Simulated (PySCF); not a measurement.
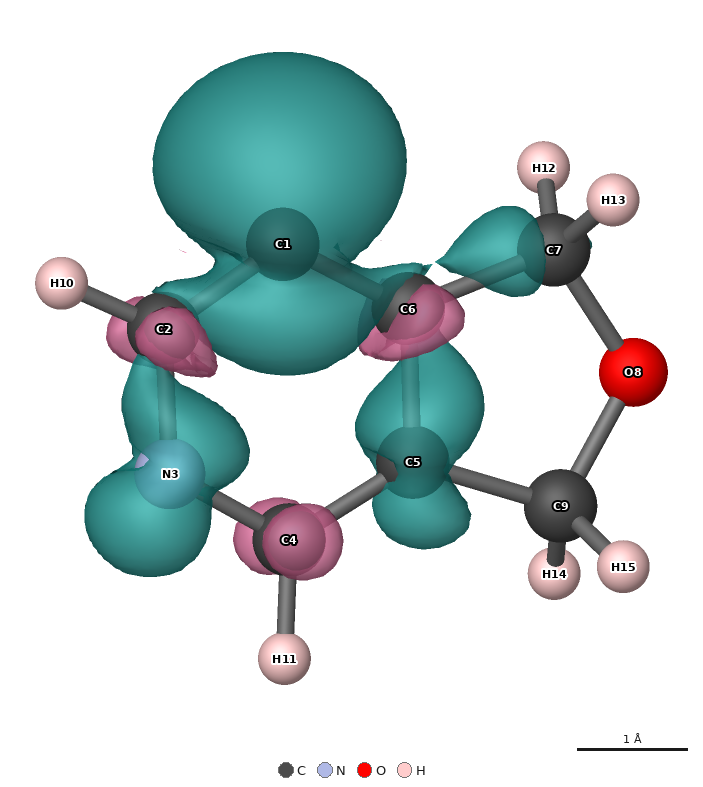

*C$_{7}$H$_{6}$NO (SMILES [c]1cncc2c1COC2) (doublet). Isosurfaces of the spin density at +0.015 (teal) and −0.015 e/Å³ (pink), seen at a tilt.*

Geometry: GFN2-xTB.

These are results of PySCF 2.14.0, density-fitted response routines, UKS B3LYP, pcH-1 on C H N O, non-relativistic, mean-field spin-orbit, GIAO, not measurements.

```xyz
15

C     1.0753   -1.4786   -0.4020
C     2.2925   -0.8437   -0.4275
N     2.3681    0.4597   -0.1958
C     1.2879    1.1716    0.0588
C     0.0318    0.6003    0.0936
C    -0.0660   -0.7765   -0.1452
C    -1.5076   -1.1598   -0.0419
O    -2.2272    0.0575    0.1064
C    -1.3384    1.1385    0.3528
H     3.2236   -1.3496   -0.6308
H     1.4450    2.2269    0.2374
H    -1.8705   -1.6771   -0.9367
H    -1.6770   -1.8108    0.8289
H    -1.6020    1.9677   -0.3139
H    -1.4398    1.4818    1.3939
```

Q: Which atoms carry the spin?

A: The unpaired spin (1 electron) lies mostly on C1 (about 0.8) and N3 (about 0.1), in electrons by Hirshfeld's partition.
